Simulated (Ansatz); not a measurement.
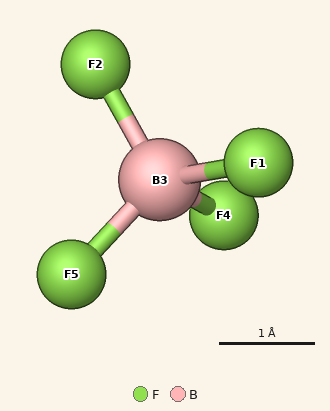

Figure 1. The structure (ball-and-stick view, seen at a tilt; atoms are numbered from 1 in the order of the input). Bond lengths as drawn: B–F 1.41 to 1.57 Å.

Single-point calculation, with input and output: BF4 (charge −1)

System: BF4, charge −1.
Method: RKS PBE0-D4/def2-TZVPPD (Ansatz 0.2.0).

The geometry: rigid move from PBE0-D4/def2-TZVPD.

### What the program printed
```
Functional definition: PBE0
  name "PBE0"
  cite "Adamo & Barone, J. Chem. Phys. 110, 6158 (1999) doi:10.1063/1.478522"
  cite "Perdew, Burke & Ernzerhof, Phys. Rev. Lett. 77, 3865 (1996) doi:10.1103/PhysRevLett.77.3865"
  parent pbe
  parameter a = 0.25
  parameter kappa = 0.804
  parameter beta = 0.06672455060314922
  exchange = (1 - a)*pbe_x(kappa = kappa, mu = beta*pi^2/3) + a*exact_x
  correlation = pbe_c(beta = beta)
953 factors; their error is unknown
mean field evaluation 1: about -11545.3909 eV, gradient 1.8e1 eV
mean field evaluation 2: about -11545.2396 eV, gradient 2.2e1 eV
mean field evaluation 4: about -11545.9158 eV, gradient 9.2e-1 eV
mean field evaluation 8: about -11545.9492 eV, gradient 2.2e-2 eV
mean field -11545.94923040 eV, -424.3058080917 hartree, gradient 3.5e-5 eV, S^2 0.000000; 0 other end points of the search recorded, 0 dependent functions left out
reference -11545.94927164 eV, -424.3058096074 hartree; 21, 21 occupied and 176, 176 virtual orbitals, 953 factors
Total energy: -11546.00605082 eV, -424.3078962036 hartree
```

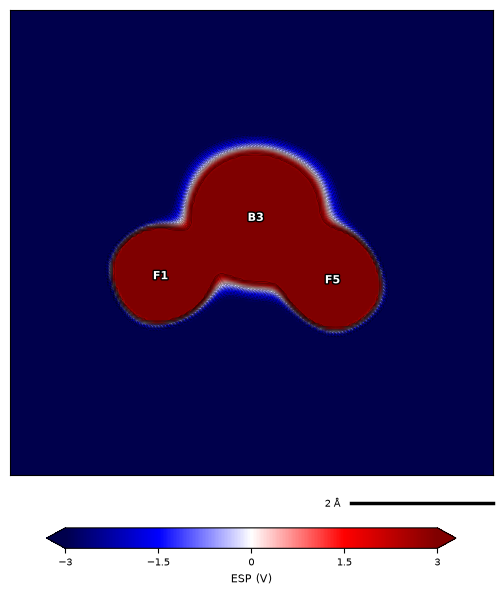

Figure 2. Electrostatic potential on the plane of atoms F1, B3 and F5. The section cuts through F and B sites.

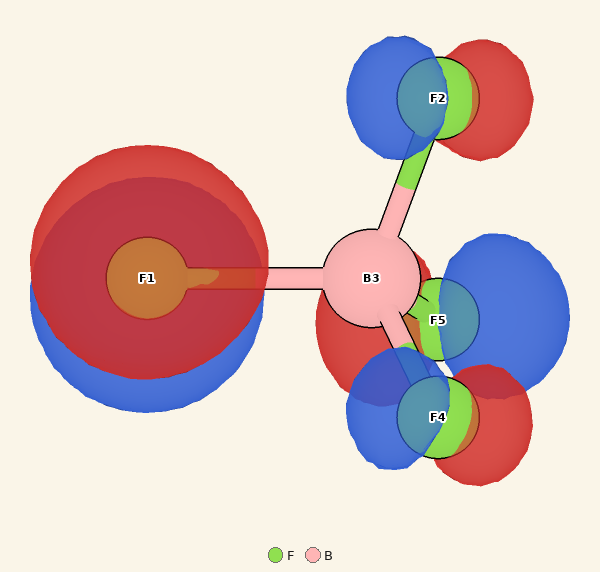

Figure 3. The HOMO at ±0.15 Å⁻³ᐟ² (blue and red are the two phases), seen from the side. Its energy is −4.68 eV.

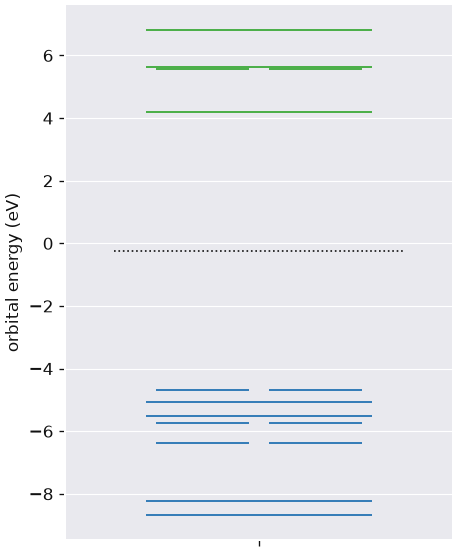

Figure 4. Orbital energies near the frontier; the dotted line parts filled from empty levels, and levels within 0.02 eV of each other stand side by side. Highest filled −4.68 eV, lowest empty 4.19 eV, 8.87 eV apart.

The run was set up as follows.

### Input file
```yaml
crystal:
  periodic: [false, false, false]
  atoms:
    - {symbol: F, position_ang: [-0.071453, 0.109232, -1.399746]}
    - {symbol: F, position_ang: [0.591327, 1.150484, 0.699648]}
    - {symbol: B, position_ang: [0.008595, -0.013131, 0.167947]}
    - {symbol: F, position_ang: [-1.286180, -0.170495, 0.692413]}
    - {symbol: F, position_ang: [0.792117, -1.128630, 0.511506]}
basis:
  gaussian: {orbitals: "def2-TZVPPD.json"}
total_charge: -1
hamiltonian: {xc: pbe0, dispersion: d4}
output: {orbitals: {seedname: orbitals}}
```

Launch command:
```bash
ansatz run in.yaml --threads 4 --pin off --events-out ev --progress --plain --max-ram 9574MiB
```

### Summary

```tsv
quantity	value
outcome	converged
total energy	−11546.0061 eV
mean-field energy	−11545.9493 eV
dispersion energy	−0.0568 eV
SCF solution under orbital rotations	stable
HOMO	−4.68 eV
LUMO	4.19 eV
hardware	4 threads of Arm Neoverse V1, 23 GiB of memory available, shared host
wall time	1.7 s (CPU time 6.1 s)
peak memory	0.42 GiB
```
